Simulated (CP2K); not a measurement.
# Ge2H6 (SMILES [GeH3][GeH3]): B3LYP/6-31G(d) (spherical functions)

Aim: the vertical singlet–triplet gap of Ge2H6 at B3LYP/6-31G* (spherical functions), from 2 runs. 

The calculation is run with CP2K 2026.2.

3 further runs of the same task are left out: 3 set aside as unsound or not needed.

## Step 1: Starting point

Ge2H6 has 8 atoms, charge 0, and is taken as a singlet. SMILES: `[GeH3][GeH3]`. The coordinates come from a PBE0-D4/def2-TZVP relaxation.

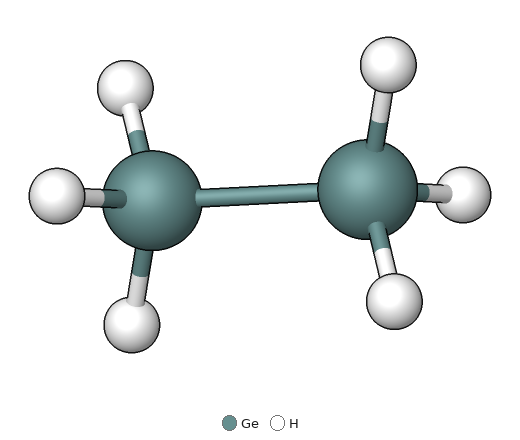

The structure, seen from a chosen angle (germanium teal, hydrogen white).

## Step 2: A single-point energy at B3LYP/6-31G(d) (spherical functions)

Input file calc.inp:

```
&GLOBAL
   PROJECT_NAME calc
   RUN_TYPE ENERGY
   PRINT_LEVEL MEDIUM
&END GLOBAL
&FORCE_EVAL
   METHOD QUICKSTEP
   &DFT
      BASIS_SET_FILE_NAME ./6_31gs.basis
      POTENTIAL_FILE_NAME POTENTIAL
      CHARGE 0
      MULTIPLICITY 1
      &QS
         METHOD GAPW
         EPS_DEFAULT 1.0E-10
      &END QS
      &MGRID
         CUTOFF 280
         REL_CUTOFF 50
         NGRIDS 4
      &END MGRID
      &POISSON
         PERIODIC NONE
         POISSON_SOLVER MULTIPOLE
      &END POISSON
      &SCF
         SCF_GUESS ATOMIC
         EPS_SCF 1.0E-07
         MAX_SCF 150
         ADDED_MOS 10
         &DIAGONALIZATION
            ALGORITHM STANDARD
         &END DIAGONALIZATION
         &MIXING
            METHOD DIRECT_P_MIXING
            ALPHA 0.4
         &END MIXING
      &END SCF
      &XC
         &XC_FUNCTIONAL
            &HYB_GGA_XC_B3LYP
            &END HYB_GGA_XC_B3LYP
         &END XC_FUNCTIONAL
         &HF
            FRACTION 0.2
            &SCREENING
               EPS_SCHWARZ 1.0E-10
               SCREEN_ON_INITIAL_P F
            &END SCREENING
            &INTERACTION_POTENTIAL
               POTENTIAL_TYPE COULOMB
            &END INTERACTION_POTENTIAL
            &MEMORY
               MAX_MEMORY 1050
            &END MEMORY
         &END HF
      &END XC
      &PRINT
         &MOMENTS
            PERIODIC F
            REFERENCE COM
            MAX_MOMENT 1
         &END MOMENTS
         &MO ON
            ENERGIES T
            OCCUPATION_NUMBERS T
            NDIGITS 6
            &EACH
               QS_SCF 0
            &END EACH
            ADD_LAST NUMERIC
         &END MO
         &LOWDIN ON
         &END LOWDIN
         &HIRSHFELD OFF
         &END HIRSHFELD
      &END PRINT
   &END DFT
   &SUBSYS
      &CELL
         ABC [angstrom] 11.2 10.2 11.1
         PERIODIC NONE
      &END CELL
      &COORD
         Ge    -0.569150     0.281910    -1.029950
         Ge     0.569150    -0.281910     1.029950
         H     -0.360530    -0.825230    -2.075830
         H     -2.077470     0.442320    -0.780090
         H     -0.023210     1.601970    -1.597890
         H      0.367430     0.829100     2.073090
         H      2.076310    -0.450460     0.778490
         H      0.017470    -1.597700     1.602230
      &END COORD
      &TOPOLOGY
         &CENTER_COORDINATES
         &END CENTER_COORDINATES
      &END TOPOLOGY
      &KIND Ge
         BASIS_SET 6-31Gs
         POTENTIAL ALL
         LEBEDEV_GRID 194
         RADIAL_GRID 100
      &END KIND
      &KIND H
         BASIS_SET 6-31Gs
         POTENTIAL ALL
         LEBEDEV_GRID 194
         RADIAL_GRID 100
      &END KIND
   &END SUBSYS
&END FORCE_EVAL
```

On the command line:

```console
$ OMP_NUM_THREADS=1 cp2k.psmp -i calc.inp > calc.out 2>&1
```

Standard output:

```text
CP2K| version string:                                       CP2K version 2026.2
[...]
 GLOBAL| Method name                                                        CP2K
[...]
 GLOBAL| Run type                                                         ENERGY
[...]
 DFT| Spin restricted Kohn-Sham (RKS) calculation                            RKS
 DFT| Multiplicity                                                             1
[...]
 DFT| Charge                                                                   0
[...]
 FUNCTIONAL| HYB_GGA_XC_B3LYP:
[...]
 QS| Method:                                                                GAPW
[...]
 QS| Density cutoff [a.u.]:                                                140.0
[...]
 QS| Relative density cutoff [a.u.]:                                        25.0
[...]
                             - Atoms:                                          8
[...]
                             - Spherical basis functions:                     76
[...]
 Number of electrons:                                                         70
[...]
     1 P_Mix/Diag. 0.40E+00    9.1     0.55684994     -4157.3362214525 -4.16E+03
[...]
    13 DIIS/Diag.  0.32E-07    2.4     0.00000003     -4157.1252569736 -4.55E-12
  *** SCF run converged in    13 steps ***
[...]
  Overlap energy of the core charge distribution:               0.00003048923648
  Self energy of the core charge distribution:              -1078.33346144377651
  Core Hamiltonian energy:                                  -3404.44267889516277
  Hartree energy:                                             248.78946240913226
  Exchange-correlation energy:                                -24.29493936028975
  Hartree-Fock Exchange energy:                               -31.35921595428800
[...]
                     Mulliken Population Analysis
 #  Atom  Element  Kind  Atomic population                           Net charge
       1     Ge       1         32.104958                             -0.104958
       2     Ge       1         32.104979                             -0.104979
       3     H        2          0.965135                              0.034865
       4     H        2          0.964925                              0.035075
       5     H        2          0.964978                              0.035022
       6     H        2          0.965143                              0.034857
       7     H        2          0.964919                              0.035081
       8     H        2          0.964964                              0.035036
 # Total charge                             70.000000                  0.000000
[...]
  Dipole moment [Debye]
    X= -0.7172957E-05 Y= -0.7699187E-04 Z=  0.2427345E-04  Total=      0.0000810
 ENERGY| Total FORCE_EVAL ( QS ) energy [hartree]          -4157.125256973622527
[...]
```

It took 41 s on 1 thread of Intel Xeon Platinum 8488C (Sapphire Rapids), shared host; peak memory 0.8 GiB.

## Step 3: The triplet at the same level

Input file molecule.inp:

```
&GLOBAL
  PROJECT_NAME molecule
  RUN_TYPE ENERGY
  PRINT_LEVEL MEDIUM
&END

&FORCE_EVAL
  METHOD Quickstep
  &DFT
    BASIS_SET_FILE_NAME ./6_31gs.basis
    POTENTIAL_FILE_NAME POTENTIAL
    MULTIPLICITY 3
    LSD T
    &QS
      METHOD GAPW
      EPS_DEFAULT 1.0E-10
    &END
    &MGRID
      CUTOFF 280
      REL_CUTOFF 50
      NGRIDS 4
    &END
    &POISSON
      PERIODIC NONE
      POISSON_SOLVER MULTIPOLE
    &END
    &SCF
      SCF_GUESS ATOMIC
      EPS_SCF 1.0E-07
      MAX_SCF 60
      ADDED_MOS 3
      &DIAGONALIZATION
        ALGORITHM STANDARD
      &END
      &MIXING
        METHOD DIRECT_P_MIXING
        ALPHA 0.4
      &END
    &END
    &XC
      &XC_FUNCTIONAL
        &HYB_GGA_XC_B3LYP
        &END
      &END
      &HF
        FRACTION 0.2
        &SCREENING
          EPS_SCHWARZ 1.0E-10
        &END
        &MEMORY
          MAX_MEMORY 1050
        &END
      &END
    &END
    &PRINT
      &MOMENTS
        PERIODIC F
        REFERENCE COM
        MAX_MOMENT 1
      &END
      &MO ON
        ENERGIES T
        OCCUPATION_NUMBERS T
        NDIGITS 6
        &EACH
          QS_SCF 0
        &END
        ADD_LAST NUMERIC
      &END
      &LOWDIN ON
      &END
      &HIRSHFELD OFF
      &END
      &MO_MOLDEN ON
        NDIGITS 8
      &END
    &END
  &END
  &SUBSYS
    &CELL
      ABC 11.2 10.2 11.1
      PERIODIC NONE
    &END
    &COORD
      Ge    -0.569150     0.281910    -1.029950
      Ge     0.569150    -0.281910     1.029950
      H     -0.360530    -0.825230    -2.075830
      H     -2.077470     0.442320    -0.780090
      H     -0.023210     1.601970    -1.597890
      H      0.367430     0.829100     2.073090
      H      2.076310    -0.450460     0.778490
      H      0.017470    -1.597700     1.602230
    &END
    &TOPOLOGY
      &CENTER_COORDINATES
      &END
    &END
    &KIND Ge
      BASIS_SET 6-31Gs
      POTENTIAL ALL
      LEBEDEV_GRID 194
      RADIAL_GRID 100
    &END
    &KIND H
      BASIS_SET 6-31Gs
      POTENTIAL ALL
      LEBEDEV_GRID 194
      RADIAL_GRID 100
    &END
  &END
&END
```

On the command line:

```console
$ OMP_NUM_THREADS=1 cp2k.psmp -i molecule.inp > molecule.out 2>&1
```

Standard output, shortened:

```text
CP2K| version string:                                       CP2K version 2026.2
[...]
 GLOBAL| Method name                                                        CP2K
[...]
 GLOBAL| Run type                                                         ENERGY
[...]
 DFT| Spin unrestricted (spin-polarized) Kohn-Sham calculation               UKS
 DFT| Multiplicity                                                             3
[...]
 DFT| Charge                                                                   0
[...]
 FUNCTIONAL| HYB_GGA_XC_B3LYP:
[...]
 QS| Method:                                                                GAPW
[...]
 QS| Density cutoff [a.u.]:                                                140.0
[...]
 QS| Relative density cutoff [a.u.]:                                        25.0
[...]
                             - Atoms:                                          8
[...]
                             - Spherical basis functions:                     76
[...]
 Number of electrons:                                                         36
[...]
     1 P_Mix/Diag. 0.40E+00   10.9     0.98757848     -4157.3814128609 -4.16E+03
[...]
    22 DIIS/Diag.  0.17E-07    4.7     0.00000003     -4156.8885130053 -1.82E-12
  *** SCF run converged in    22 steps ***
[...]
  Overlap energy of the core charge distribution:               0.00003048923648
  Self energy of the core charge distribution:              -1078.33346144377651
  Core Hamiltonian energy:                                  -3404.29754439683438
  Hartree energy:                                             248.81944681902755
  Exchange-correlation energy:                                -24.29228203165890
  Hartree-Fock Exchange energy:                               -31.34694179658781
[...]
  Ideal and single determinant S**2 :                    2.000000       2.001696
[...]
                     Mulliken Population Analysis
 #  Atom  Element  Kind  Atomic population (alpha,beta) Net charge  Spin moment
       1     Ge       1        16.529137    15.676502    -0.205639     0.852635
       2     Ge       1        16.529146    15.676503    -0.205648     0.852643
[...]
  Dipole moment [Debye]
    X= -0.8733379E-05 Y= -0.5916657E-04 Z=  0.7578158E-04  Total=      0.0000965
 ENERGY| Total FORCE_EVAL ( QS ) energy [hartree]          -4156.888513005344976
[...]
```

Run time: 1.8 min. Hardware: 1 thread of Intel Xeon Platinum 8488C (Sapphire Rapids), shared host; peak memory 0.98 GiB.

## Step 4: Outcome

At B3LYP/6-31G* (spherical functions):

| quantity | value |
| --- | --- |
| singlet: total energy | -4157.12526 Eh |
| singlet: dipole moment | 0.00 D |
| singlet: HOMO energy | -7.87 eV |
| singlet: LUMO energy | 0.16 eV |
| singlet: HOMO–LUMO gap | 8.03 eV |
| triplet: total energy | -4156.88851 Eh |
| triplet: dipole moment | 0.00 D |
| triplet: HOMO energy (highest over α and β) | -1.85 eV |
| triplet: ⟨S²⟩ | 2.002 |
| vertical energy of the triplet above the singlet | 6.442 eV |

In words: At this shape the triplet lies 6.44 eV (149 kcal/mol) above the singlet.
